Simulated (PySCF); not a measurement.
Consider CH5BrOSi (SMILES O[SiH2]CBr).

Input

```
{"job": {"kind": "uv", "xc": "B3LYP", "basis": "def2-SVPD", "nstates": 8, "ntriplets": 3}, "charge": 0, "multiplicity": 1}
O     -1.540558    -0.458695     0.867926
Si    -0.716278     0.544362    -0.093745
C      0.966073    -0.240402    -0.564361
Br     1.953257    -0.669272     1.071162
H     -1.160449    -0.856551     1.649135
H     -0.415072     1.811180     0.569480
H     -1.545235     0.630615    -1.284063
H      0.864300    -1.178377    -1.104489
H      1.607525     0.423134    -1.136224
```

Command:

```sh
OMP_NUM_THREADS=1 python probes_run.py task.json out
```

Geometry: GFN2-xTB.

Computed with B3LYP/def2-SVPD, SCF density, gas phase (PySCF).

Question: What can the converged electron density and electron localisation function tell about the bonding?

Answer: Si–O (1.62 Å): the density is about 1.2 e/Å³ at the midpoint; the ELF peaks at about 0.85 between the atoms (a short, strongly polar bond).
C–Si (1.92 Å): the density is about 0.93 e/Å³ at the midpoint; the ELF peaks at about 1 between the atoms; a covalent bond.
C–H (1.09 Å): the density is about 2 e/Å³ at the midpoint; the ELF climbs to about 1 towards the hydrogen, as it does in any bond to H; a covalent bond by its length.

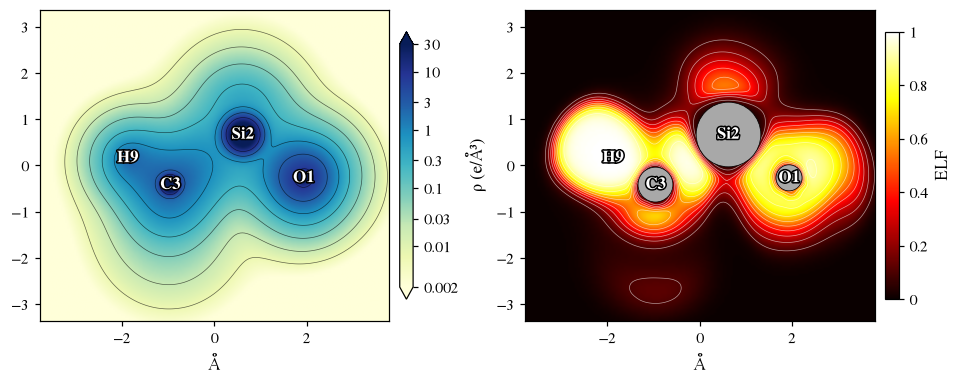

Computed electron density and electron localisation function on the plane of atoms Si2, C3 and H9, in this order. Grey discs cover the atomic cores in the ELF map. 
